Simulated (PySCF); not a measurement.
## A study: Cl₃HOSi, SMILES `O[Si](Cl)(Cl)Cl`

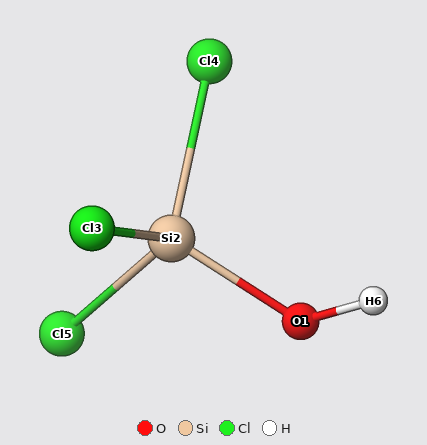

The molecule, with its atoms numbered as below. No frequency check shows the geometry to be a minimum.

Coordinates in Å:

```
O1      -0.1659    0.0038   -1.8336
Si2     -0.0188    0.0006   -0.2227
Cl3      0.9612   -1.6556    0.3805
Cl4      1.0015    1.6313    0.3821
Cl5     -1.9025    0.0221    0.4276
H6       0.5656   -0.0035   -2.4484
```

### 1. Bonding charge

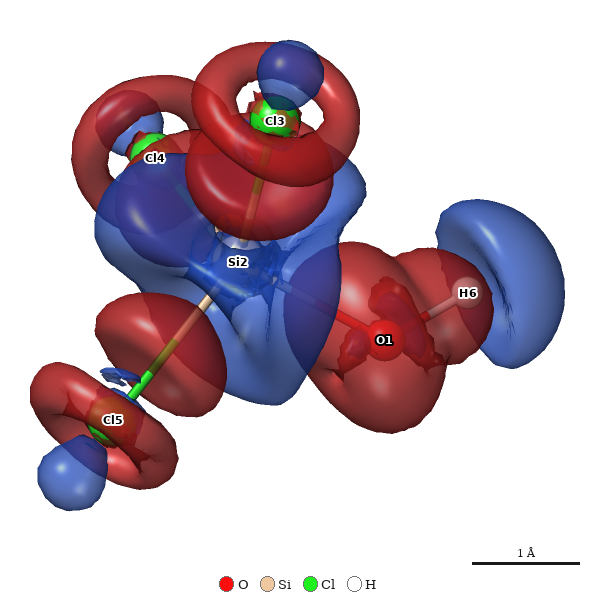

Deformation density (molecule less spherical, spin-averaged free atoms at the same positions), surfaces at ±0.05 e/Å³; red: gain, blue: loss.

PySCF calculation, PBE0/def2-TZVP, gas phase; geometry: GFN2-xTB.

Describe the bonding that the map shows.

Answer. O1–H6: +0.79 e/Å³ at the bond critical point (bond length 0.96 Å, Mayer order 0.9). O1–Si2: +0.14 e/Å³ at the bond critical point (bond length 1.62 Å, Mayer order 1.3). Si2–Cl5: +0.11 e/Å³ at the bond critical point (bond length 1.99 Å, Mayer order 1.3). Si2–Cl4 and Si2–Cl3: +0.10 e/Å³ at the bond critical point (bond length 2.02 Å, Mayer order 1.2). In all, 1.3 electrons gather in the regions of gain relative to the promolecule. A small or negative value marks a very polar bond, one between electron-rich atoms, whose free-atom densities already overlap strongly, a long bond to a heavier atom, or a closed-shell contact such as a hydrogen bond.

Where do the Hirshfeld charges lie?

Answer. The highest Hirshfeld charge is on Si2 (+0.38 e), the lowest on O1 (−0.30 e).

### 2. Local ionisation energy

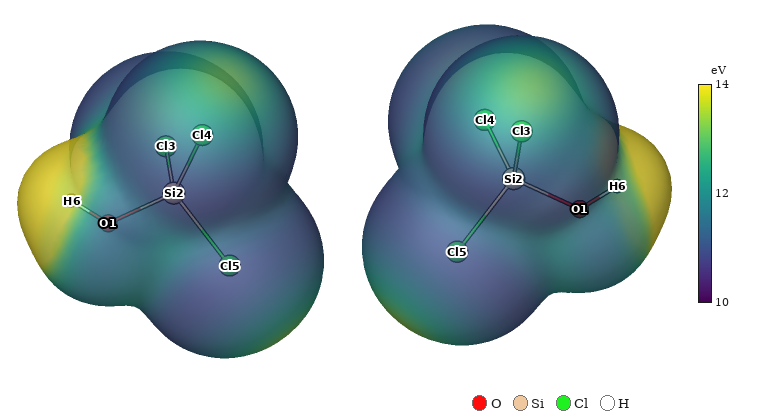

Average local ionisation energy on the surface of electron density 0.001 a.u. (back view left, front view right).

Where are the most loosely bound electrons on this surface?

Answer. The lowest value is 10.8 eV, 2.1 Å from Cl3. Further minima include 10.8 eV, 2.1 Å from Cl3, and at like points elsewhere; 10.9 eV, 2.1 Å from Cl3. For comparison, the highest occupied orbital lies at −9.3 eV.

### 3. In an electric field

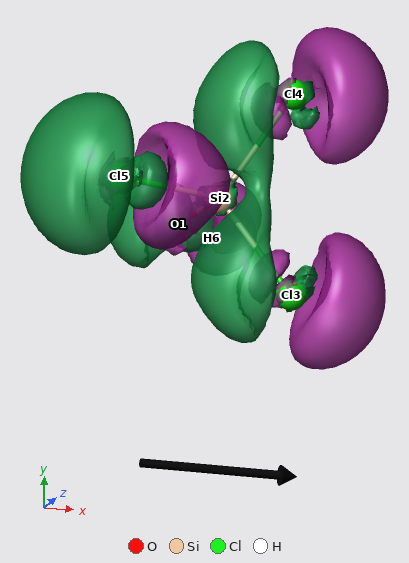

Change of the electron density in a uniform field of 0.21 V/Å along +x (arrow), surfaces at ±0.0015 e/Å³ (green: gain, purple: loss).

Level of theory: PBE0/def2-TZVP (PySCF), at a geometry from GFN2-xTB. A basis without diffuse functions makes polarisabilities too small.

What dipole is induced, and what polarisability does it imply?

Answer. The induced dipole is 0.63 D (along the field); α along this axis, from the fields in both directions, is 62 bohr³ (9.3 Å³).

Which atoms gain and lose the most charge?

Answer. Electrons gather most on Cl5 (Hirshfeld charge changes by −0.020 e) and leave Cl3 and Cl4 alike most (+0.011 e); 0.056 electrons are displaced in all.

### 4. Removing or adding an electron

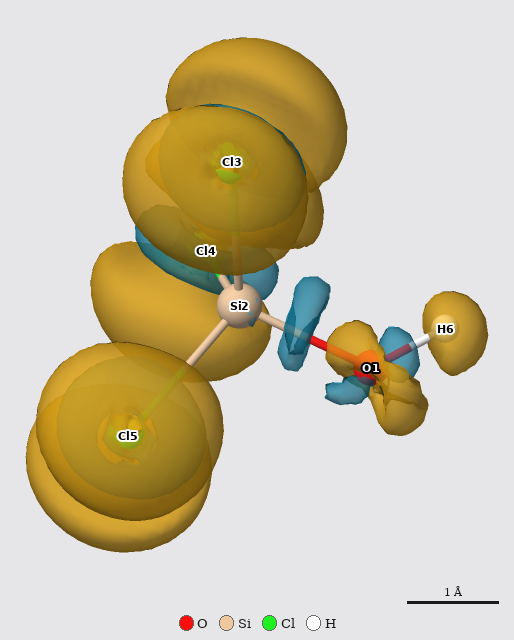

Fukui function f⁻ = ρ(N) − ρ(N−1) at fixed geometry, surfaces at ±0.015 e/Å³ (yellow positive, teal negative).

Which atoms respond most to the removal of an electron?

Answer. f⁻ (Hirshfeld-condensed) is largest on Cl3 and Cl4 (0.29 each) and Cl5 (0.29); the vertical ionisation energy is 11.42 eV (the stability of the cation's solution wasn't checked). Condensed values hint at sites of electrophilic attack but needn't mark the atom that reacts. Shares this close don't rank the sites. Orbital relaxation makes it negative in places (0.13 e in all).
